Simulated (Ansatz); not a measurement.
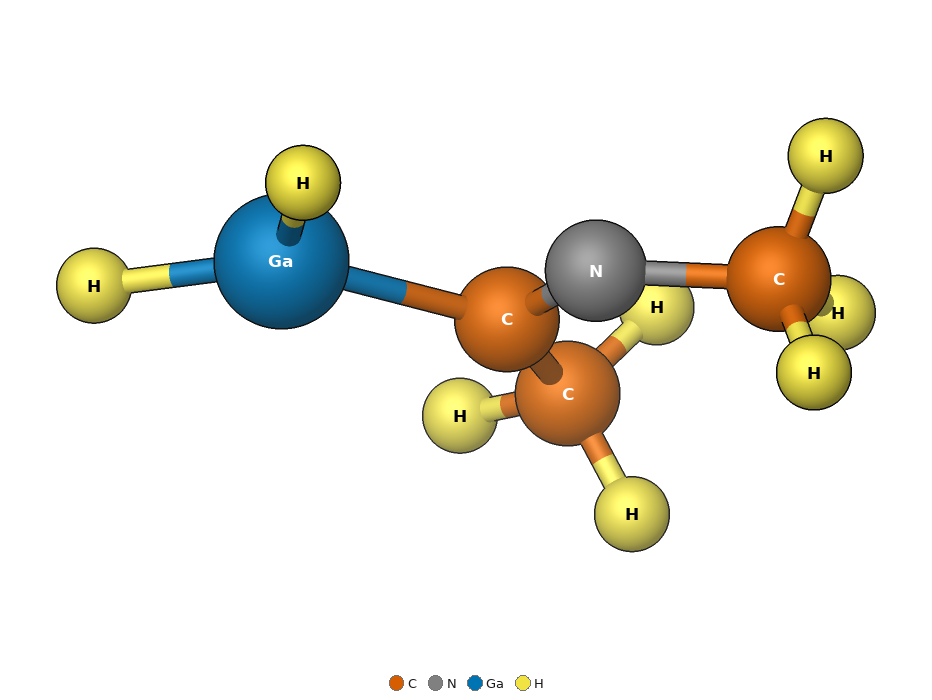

The picture shows the input geometry.

Input file:

```yaml
crystal:
  periodic: [false, false, false]
  atoms:
    - {symbol: C, position_ang: [-1.673720, -0.878160, 0.163890]}
    - {symbol: N, position_ang: [-0.565550, -0.122500, 0.686440]}
    - {symbol: C, position_ang: [0.441860, 0.238890, 0.002240]}
    - {symbol: C, position_ang: [0.709490, -0.026670, -1.448920]}
    - {symbol: Ga, position_ang: [1.368010, 1.190300, 1.521550]}
    - {symbol: H, position_ang: [-2.554410, -0.234110, 0.170620]}
    - {symbol: H, position_ang: [-1.515100, -1.261170, -0.847560]}
    - {symbol: H, position_ang: [-1.867100, -1.707430, 0.844810]}
    - {symbol: H, position_ang: [-0.051160, 0.456680, -2.064890]}
    - {symbol: H, position_ang: [1.687850, 0.367650, -1.724420]}
    - {symbol: H, position_ang: [0.690380, -1.098290, -1.652770]}
    - {symbol: H, position_ang: [0.557040, 1.100730, 2.848430]}
    - {symbol: H, position_ang: [2.772420, 1.974080, 1.500590]}
basis:
  gaussian: {orbitals: def2-TZVP}
hamiltonian: {xc: pbe0, dispersion: d4}
relax: {f_tol: 0.005, max_steps: 150}
```

Command:

```sh
ansatz run in.yaml --threads 2 --pin off --events-out ev --progress --plain --max-ram 32768MiB --backend cuda --devices 0, --max-vram 18GiB
```

Output (its end):

```
mean field -57097.20491919 eV, -2098.2835789046 hartree, gradient 1.3e-5 eV, S^2 0.000000; 1 other end points of the search recorded, 0 dependent functions left out
the calculation of the forces begins
reference -57097.20495604 eV, -2098.2835802589 hartree; 32, 32 occupied and 188, 188 virtual orbitals, 1460 factors
Total energy: -57097.44058717 eV, -2098.2922395433 hartree
Atom 0 at    -1.751825    -0.935021     0.002821 Å, force    -0.003202    -0.002989    -0.001970 eV/Å
Atom 1 at    -0.780846    -0.187177     0.764171 Å, force    -0.000232     0.002157     0.002818 eV/Å
Atom 2 at     0.299266     0.228254     0.228253 Å, force     0.001056    -0.001754    -0.002476 eV/Å
Atom 3 at     0.699268     0.007567    -1.212376 Å, force     0.000797    -0.000813     0.000210 eV/Å
Atom 4 at     1.449957     1.227619     1.502130 Å, force    -0.000782     0.001747    -0.000165 eV/Å
Atom 5 at    -2.706493    -0.402219     0.045778 Å, force     0.002228    -0.000798     0.000223 eV/Å
Atom 6 at    -1.498809    -1.121827    -1.046198 Å, force    -0.000287     0.000159     0.001508 eV/Å
Atom 7 at    -1.915077    -1.894490     0.502584 Å, force     0.000438     0.001932    -0.001207 eV/Å
Atom 8 at    -0.033503     0.439563    -1.901248 Å, force     0.000810    -0.000228     0.000626 eV/Å
Atom 9 at     1.666033     0.465668    -1.423168 Å, force    -0.001231    -0.000630    -0.000003 eV/Å
Atom 10 at     0.776272    -1.059110    -1.446013 Å, force    -0.000329     0.002115     0.000029 eV/Å
Atom 11 at     0.969011     1.411948     2.979769 Å, force     0.000371    -0.000517     0.000169 eV/Å
Atom 12 at     2.826756     1.819226     1.003508 Å, force     0.000363    -0.000380     0.000237 eV/Å
Dipole moment:    -0.023833    -0.135375    -0.405765 e Å
```
